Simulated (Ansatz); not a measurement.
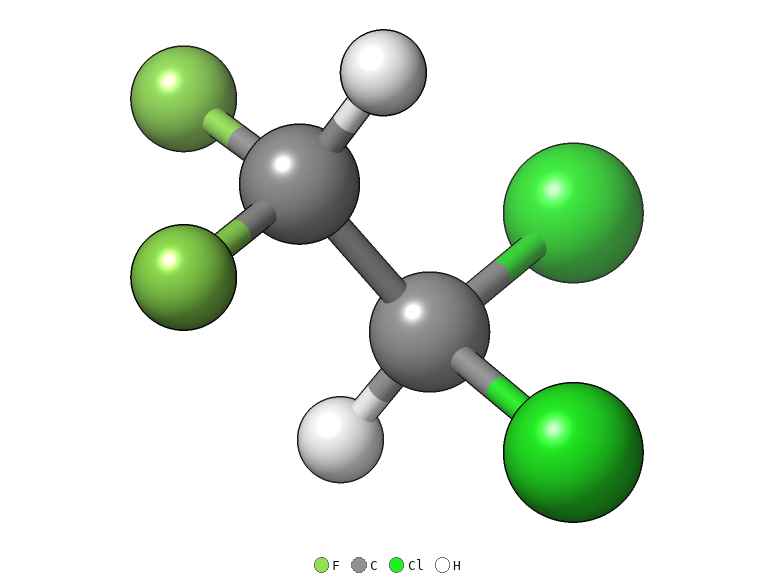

Rendered structure (ball-and-stick style). Every bond is drawn as one stick, whatever its order.

Give the formula.

C₂H₂Cl₂F₂, 8 atoms: 2 carbon, 2 hydrogen, 2 chlorine and 2 fluorine.

Describe its rings.

It has no ring.

How many bonds of each kind are drawn?

2 C–F, 2 C–Cl, 2 C–H, 1 C–C.

Write the SMILES.

FC(F)C(Cl)Cl

More results for the same structure follow; atom numbers are the same in all pictures, views and colours differ. The computed structure is the end point of a PBE0-D4/def2-TZVP optimisation.

**Symmetry**

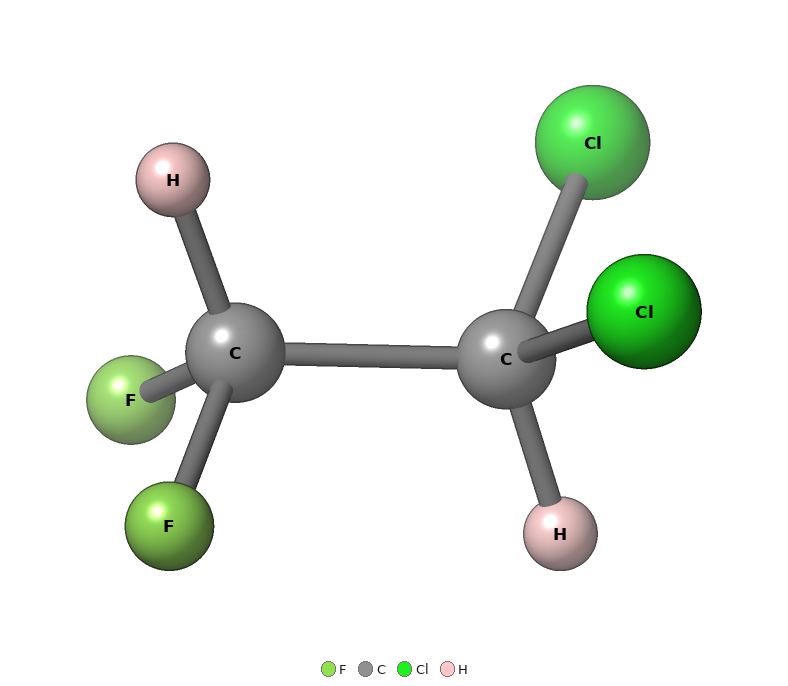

Distant atoms are faded towards the background colour.

List the symmetry elements and name the point group.

It has 1 mirror plane, so the point group is Cs. The group has 2 operations. The geometry is achiral, and symmetry allows a dipole moment.

**Vibrations**

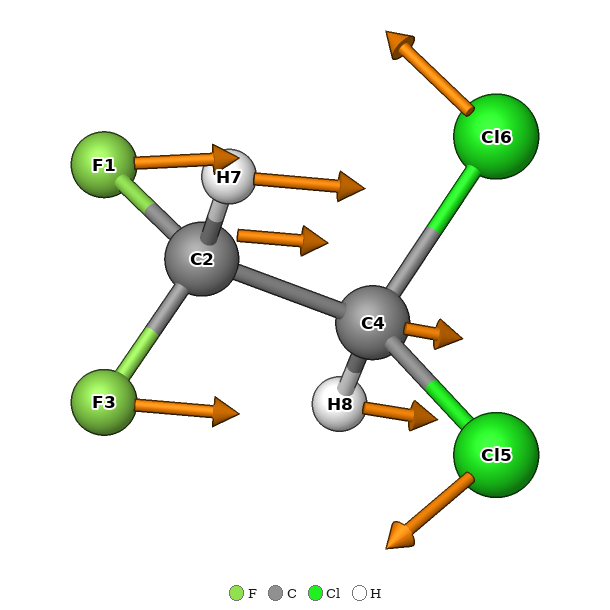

The arrows show one normal mode. Harmonic vibrations computed with RKS PBE0-D4/def2-TZVP (Ansatz 0.2.0) at a stationary point of the same level.

What kind of motion is it?

Mostly Cl–C–Cl bending.

Estimate its harmonic wavenumber.

249 cm⁻¹; it is mode 3 of 18 counted from the lowest.

**Levels of theory compared**

Program: Ansatz 0.2.0.

Compare HOMO energy (eV) at these levels: B3LYP-D4/def2-TZVPP; SPW92 (LDA)/def2-TZVPP; r2SCANh-D4/def2-TZVPP; revPBE-D4/def2-TZVPP; ωB97M-V/def2-SVP; ωB97M-V/def2-TZVPP.

```json
{"level": "B3LYP-D4/def2-TZVPP", "HOMO energy (eV)": "−8.84"}
{"level": "SPW92 (LDA)/def2-TZVPP", "HOMO energy (eV)": "−7.79"}
{"level": "r2SCANh-D4/def2-TZVPP", "HOMO energy (eV)": "−8.53"}
{"level": "revPBE-D4/def2-TZVPP", "HOMO energy (eV)": "−7.57"}
{"level": "ωB97M-V/def2-SVP", "HOMO energy (eV)": "−11.19"}
{"level": "ωB97M-V/def2-TZVPP", "HOMO energy (eV)": "−11.39"}
```

**Charges**

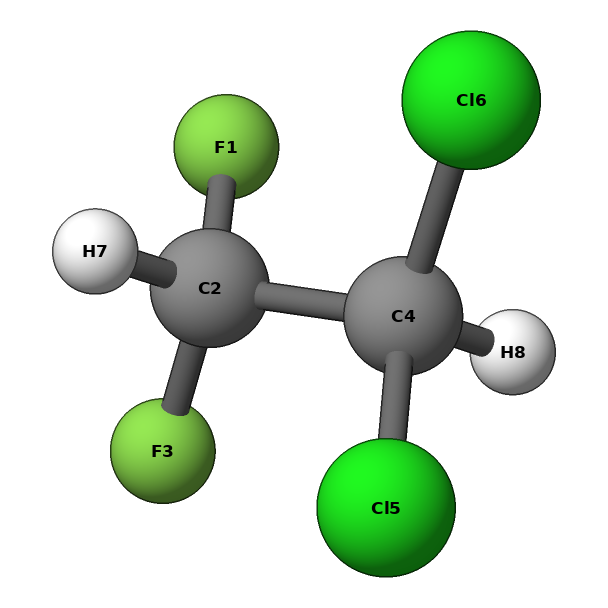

The questions are on Mulliken charges. Method: RKS PBE0-D4/def2-TZVP (Ansatz 0.2.0).

List the Mulliken charges.

| atom | value (e) |
| --- | --- |
| F1 | −0.17 |
| C2 | 0.24 |
| F3 | −0.17 |
| C4 | 0.01 |
| Cl5 | −0.08 |
| Cl6 | −0.08 |
| H7 | 0.10 |
| H8 | 0.16 |

Mulliken values depend strongly on the basis set and can even reverse the polarity of a bond.
